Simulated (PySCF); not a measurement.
```csv
atom,x (Å),y (Å),z (Å)
V,0.0000,0.0000,-0.9020
Cl,0.0000,0.0000,1.3140
```

Method: PBE0/def2-TZVPP, non-relativistic Hamiltonian with scalar-relativistic core potentials where named, at a bond length of 2.216 Å in PySCF 2.14.0.

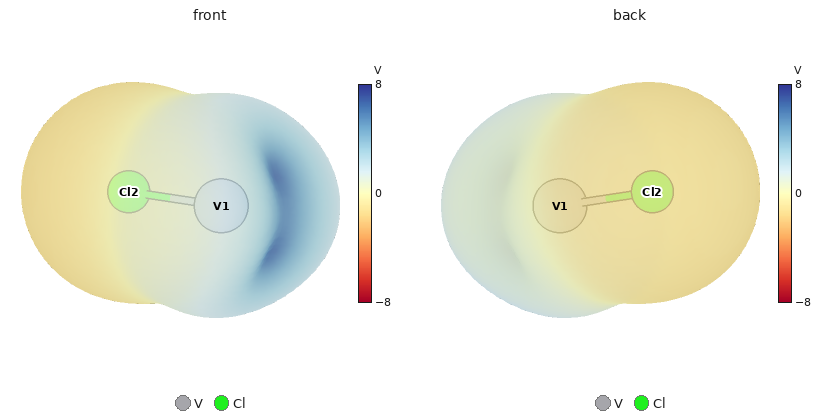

VCl (quintet). The molecular electrostatic potential painted on the density surface at 0.002 e/bohr³, seen from the front and from behind; red is negative and blue positive.

Which sites attract a positive test charge, and which a negative one?

A positive charge is drawn to the negative regions and a negative charge to the positive ones. The most negative region (about −1.2 V) lies over Cl2, the most positive (about +6.3 V) over V1.
